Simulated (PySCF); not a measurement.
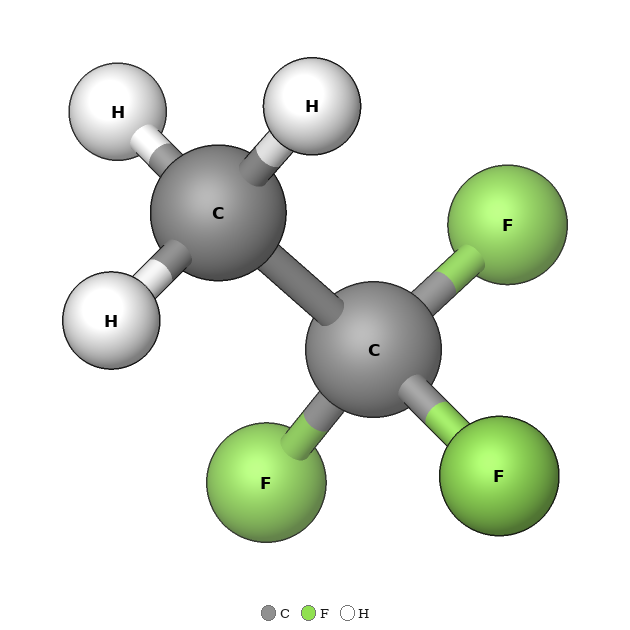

Ball-and-stick drawing of a structure. Every bond is drawn as one stick, whatever its order.

The computed structure is the end point of a PBE0-D3(BJ)/def2-SVP optimisation. No frequency run is at hand to confirm it as a minimum.

> What is the molecular formula?

C₂H₃F₃, 8 atoms: 2 carbon, 3 hydrogen and 3 fluorine.

> How many bonds of each kind are drawn?

3 C–F, 3 C–H, 1 C–C.

> Write the SMILES.

CC(F)(F)F

> Does it have rings?

It has no ring.

> How many sets of symmetry-equivalent atoms are there?

4: 1 C, 1 C, 3 F, 3 H.

More results for the same structure follow; atom numbers are the same in all pictures, views and colours differ.

Shape

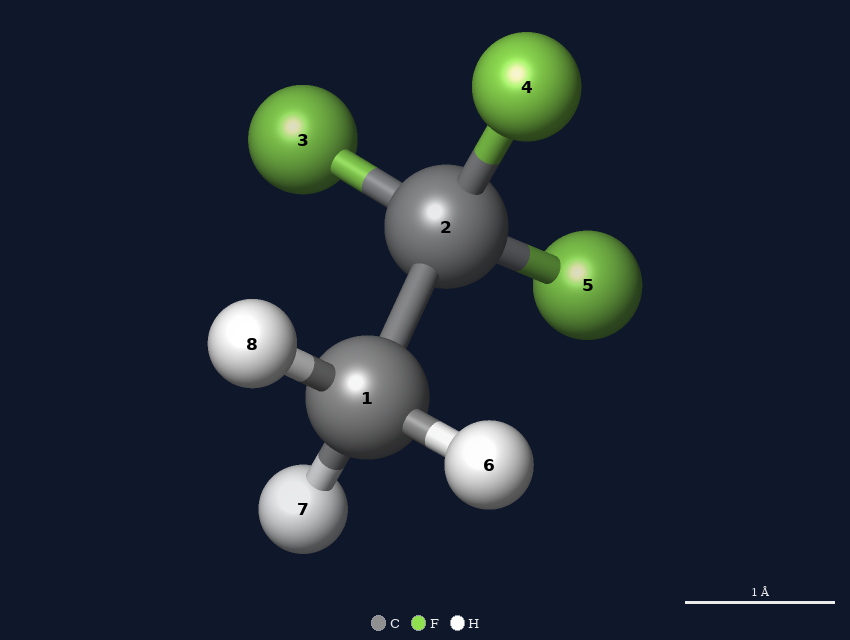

Numbered structure. No frequency run is at hand to confirm it as a minimum.

Which atoms are bonded, and how long are the bonds?

| bond | length (Å) | order |
| --- | --- | --- |
| C1–C2 | 1.499 | single |
| C1–H6 | 1.097 | single |
| C1–H7 | 1.097 | single |
| C1–H8 | 1.097 | single |
| C2–F3 | 1.337 | single |
| C2–F4 | 1.338 | single |
| C2–F5 | 1.338 | single |

Spin–spin coupling

No frequency run is at hand to confirm it as a minimum. Method: B3LYP/def2-TZVP indirect spin-spin coupling, non-relativistic, gas phase (PySCF 2.14.0). Isotopes: 13C, 19F, 1H.

Give the spin–spin coupling constants of these pairs, with the number of bonds between them: C1/H8, C1/C2, C1/H6, C2/F5, C1/F4, C1/F3, C1/F5, C2/H6, C2/H8, C2/H7, F3/F4, F3/F5, F3/H6, F5/H8.

```tsv
pair	bonds apart	J (Hz)
C1, H8	1	129.3
C1, C2	1	66.9
C1, H6	1	129.2
C2, F5	1	−370.3
C1, F4	2	36.2
C1, F3	2	36.2
C1, F5	2	36.0
C2, H6	2	−5.4
C2, H8	2	−5.4
C2, H7	2	−5.4
F3, F4	2	25.7
F3, F5	2	25.6
F3, H6	3	30.5
F5, H8	3	30.4
```

Density functionals are unreliable for couplings to fluorine, so those rows may be far off.

Electronic properties

No frequency run is at hand to confirm it as a minimum. Method: HF/def2-SVPD, gas phase (PySCF 2.14.0). Excitations: vertical, linear response.

What does the calculation give?

- dipole moment: 2.53 D
- HOMO energy (Kohn–Sham orbital): −15.55 eV
- LUMO energy (Kohn–Sham orbital): 2.54 eV
- HOMO–LUMO gap: 18.09 eV
- mean static polarisability: 26.7 bohr³
- lowest vertical singlet excitation: 12.57 eV
- its oscillator strength: 0.198
- brightest of the 10 lowest singlets: 12.57 eV
- its oscillator strength: 0.20

Core levels

No frequency run is at hand to confirm it as a minimum. Properties computed with delta-SCF UKS HF, pcX-2 on the ionised atom, pcseg-1 elsewhere, spin-free X2C (PySCF 2.14.0).

Give the core-electron binding energies (to vacuum) of C1 1s, C2 1s, F3 1s.

| atom | level | binding energy (eV) |
| --- | --- | --- |
| C1 | 1s | 292.2 |
| C2 | 1s | 299.1 |
| F3 | 1s | 693.4 |
